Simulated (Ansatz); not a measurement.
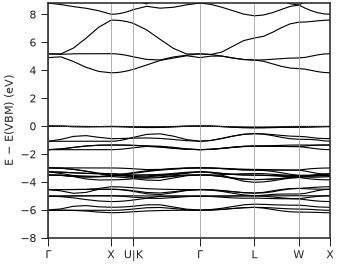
*Band structure from the program Ansatz at the HSE06 level (PAW)*

Question: Read off the gap and where the band edges lie.

Answer: About 3.8 eV (3.81 eV among the points solved); maximum at Γ, minimum at X.

The material is Rb$_{2}$AgRhF$_{6}$ in space group Fm-3m (No. 225; Rb on 8c, Ag on 4b, Rh on 4a, F on 24e).

The first step of the workflow began from a Materials Project structure, measured or hypothetical; the Crystallography Open Database copy checked does not list it. Its standing as an ambient phase is unchecked. The cell was relaxed with HSE06 under the symmetry of its start; whether a distortion lowers the energy is not shown. No spin polarisation was allowed. The hybrid was solved on a coarse mesh, the path and, where they were found, the r²SCAN edge points; its band edges are the extreme levels among these. Scalar-relativistic: spin–orbit coupling is off unless named, which matters more the heavier the elements.

Potentials: the later of the program's two PAW sets.
